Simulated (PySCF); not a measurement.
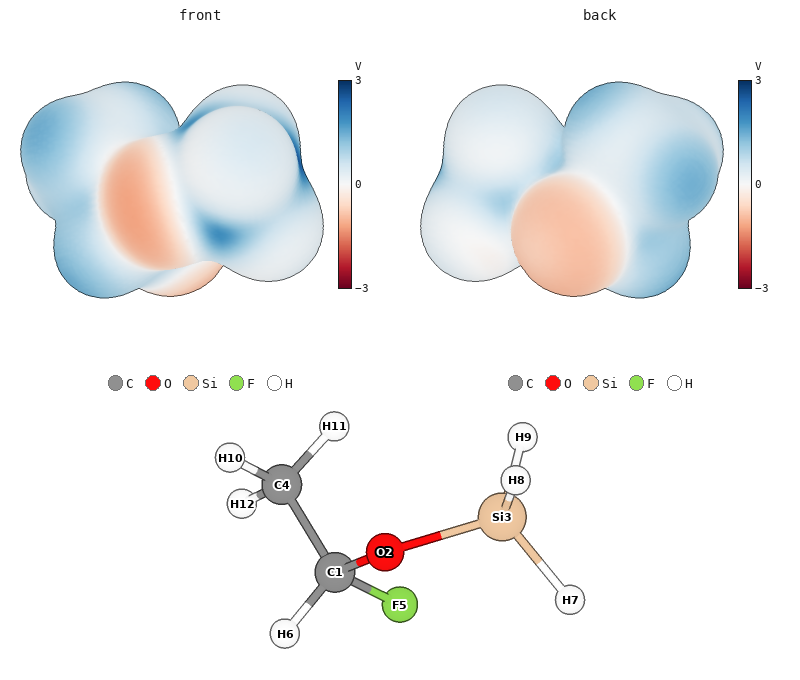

*C2H7FOSi. The electrostatic potential painted on the density surface at 0.004 e/bohr³, seen from the front and from behind; red is negative and blue positive. The bare structure is drawn below in the same view.*

Geometry: PBE0-D3(BJ)/def2-SVP.

Theory: PBE0/pcSseg-2, SCF density, gas phase, non-relativistic in PySCF.

```yaml
atoms:
  - { symbol: C, position_ang: [0.6186, 0.7517, -0.1633] }
  - { symbol: O, position_ang: [-0.7532, 0.6464, -0.1244] }
  - { symbol: Si, position_ang: [-1.6298, -0.6553, -0.7270] }
  - { symbol: C, position_ang: [1.2735, 0.2132, 1.0831] }
  - { symbol: F, position_ang: [1.0938, 0.0449, -1.2527] }
  - { symbol: H, position_ang: [0.8747, 1.8117, -0.3369] }
  - { symbol: H, position_ang: [-1.7009, -0.6316, -2.2154] }
  - { symbol: H, position_ang: [-2.9928, -0.4838, -0.1578] }
  - { symbol: H, position_ang: [-1.0515, -1.9565, -0.2758] }
  - { symbol: H, position_ang: [0.9043, 0.7581, 1.9625] }
  - { symbol: H, position_ang: [1.0327, -0.8539, 1.1986] }
  - { symbol: H, position_ang: [2.3651, 0.3260, 1.0224] }
```

Question: Where is the surface potential most negative and most positive?

Answer: The most negative region (about −1.2 V) lies over O2, the most positive (about +2.3 V) over Si3. O2 is the likeliest acceptor of a hydrogen bond.
